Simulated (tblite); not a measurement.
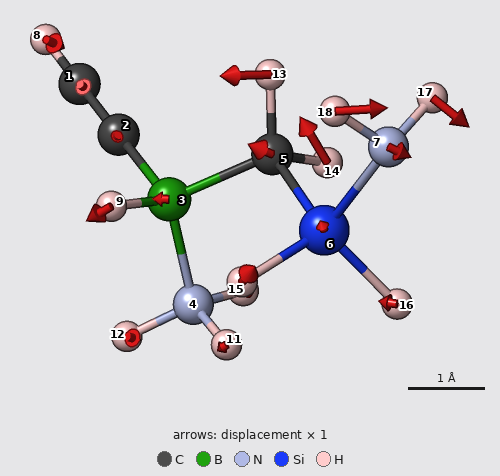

This is a relaxation of C₃H₁₁BN₂Si. The starting structure is drawn; red arrows show the displacements, at their true length. The two geometries are superimposed by the best rigid fit.

The picture is a ball-and-stick view, seen from a free direction.

These are results of tblite 0.8.0, GFN2-xTB geometry optimisation, gas phase, not measurements. 

Which element moves most?

Hydrogen: up to 0.81 Å, against 0.43 Å for carbon.

Describe the change and its energy.

An H atom moves most after the best rigid fit: 0.81 Å. Largest moves by element: H 0.81 Å, C 0.43 Å, N 0.36 Å, B 0.23 Å, Si 0.18 Å. Near-neighbour distances that change, for instance: B–N 1.546 → 1.662 Å, B–C 1.566 → 1.633 Å, N–Si 1.796 → 1.732 Å, C–H 1.137 → 1.096 Å. Bond angles that change, for instance: Si–N–H 108.4° → 117.6°, Si–N–H 108.3° → 117.3°, C–Si–N 108.4° → 117.2°. Groups turn about C–Si by about 30°. After 154 geometry steps the energy has fallen by 0.575 eV.
